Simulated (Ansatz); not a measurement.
## Electronic structure of F2Ga2H6N2 (SMILES [F][GaH-]1[NH2+][GaH-]([F])[NH2+]1) in real space

The calculation's input:

```
crystal:
  periodic: [false, false, false]
  atoms:
    - {symbol: F, position_ang: [-1.371523, 0.453286, 0.216698]}
    - {symbol: F, position_ang: [1.484244, -2.779571, 0.844998]}
    - {symbol: Ga, position_ang: [-1.351218, -0.186599, 1.866911]}
    - {symbol: Ga, position_ang: [0.553658, -2.343021, 2.286005]}
    - {symbol: N, position_ang: [-1.326503, -2.172097, 1.624908]}
    - {symbol: "N", position_ang: [0.593031, -0.343215, 2.310342]}
    - {symbol: H, position_ang: [-2.294386, 0.393571, 2.960930]}
    - {symbol: H, position_ang: [-1.379751, -2.412020, 0.632219]}
    - {symbol: H, position_ang: [-2.045631, -2.714815, 2.101025]}
    - {symbol: H, position_ang: [0.777118, -3.083832, 3.636673]}
    - {symbol: H, position_ang: [0.921674, 0.112340, 3.160540]}
    - {symbol: H, position_ang: [1.165077, 0.012517, 1.540891]}
basis:
  gaussian:
    orbitals: def2-SVPD
hamiltonian:
  xc: {name: PBE0}
output: {forces: true, orbitals: {seedname: orbitals}}
```

Launched as:

```sh
ansatz run input.yaml --threads 2 --pin off --max-ram 6090MiB --events-out events.jsonl --progress --plain --runs-dir runs
```

Geometry: PBE0-D4/def2-SVP.

These are results of isolated molecule in a Gaussian basis; Kohn-Sham density functional theory, functional PBE0 (Ansatz 0.2.0), not measurements.

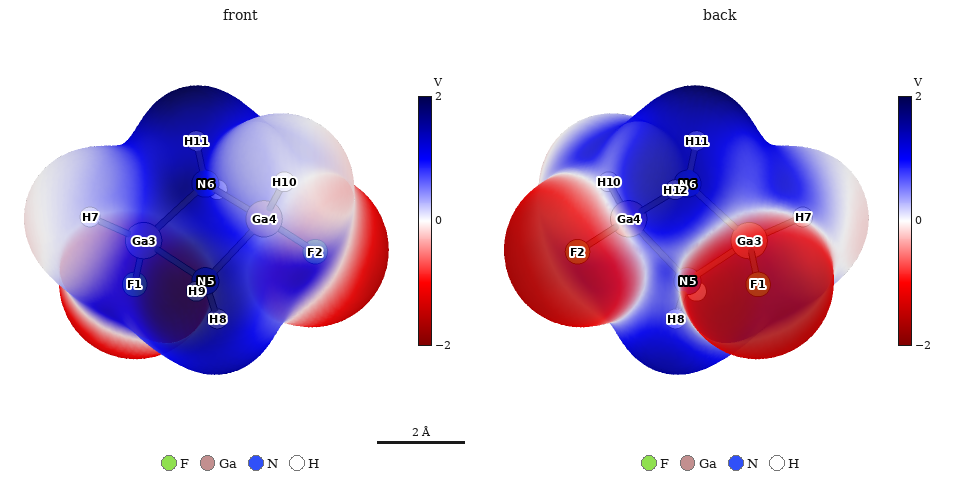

Figure 1. The electrostatic potential painted on the density surface at 0.001 e/bohr³, seen from the front and from behind; the colour scale runs from red (negative) to blue (positive).

### Which sites attract a positive test charge, and which a negative one?

A positive charge is drawn to the negative regions and a negative charge to the positive ones. The most negative region (about −1.6 V) lies over F1 and F2, the most positive (about +2.0 V) over H9 and H11.

### How polar is the molecule by this calculation?

Its dipole moment is 3.68 D.

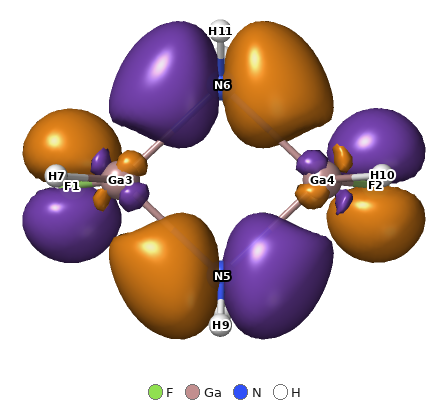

Figure 2. The HOMO−1 at ±0.1 Å⁻³ᐟ² (orange and purple are the two phases), seen across its widest extent.

### Where does this orbital lie, and at what energy?

Its weight (Hirshfeld) is mainly on N5 (about 20 %), N6 (about 20 %), F1 (about 15 %), F2 (about 15 %), Ga3 (about 5 %) and Ga4 (about 5 %); largely a combination of lone pairs on N5, N6, F1 and F2. Its energy is −9.46 eV.

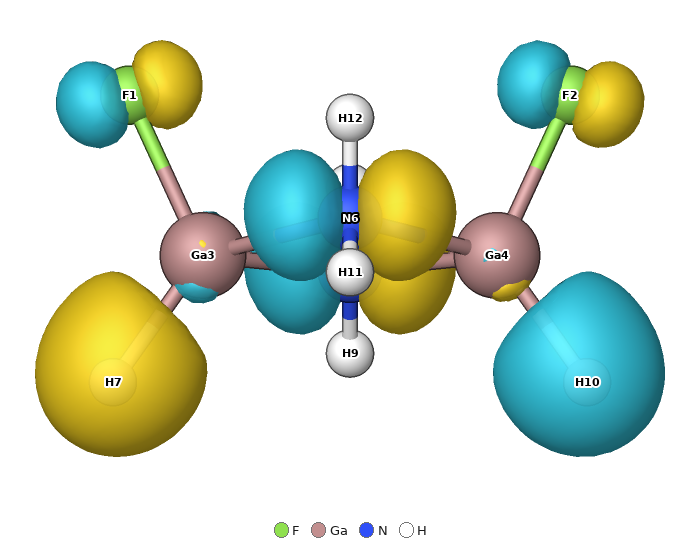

Figure 3. One frontier orbital at ±0.15 Å⁻³ᐟ² (yellow and cyan are the two phases), seen from one side.

### Which orbital is it: HOMO or LUMO?

The HOMO, at −8.64 eV. By Hirshfeld shares it lies mainly on H7 (about 15 %), H10 (about 15 %), N5 (about 15 %), N6 (about 15 %), Ga3 (about 15 %) and Ga4 (about 15 %).
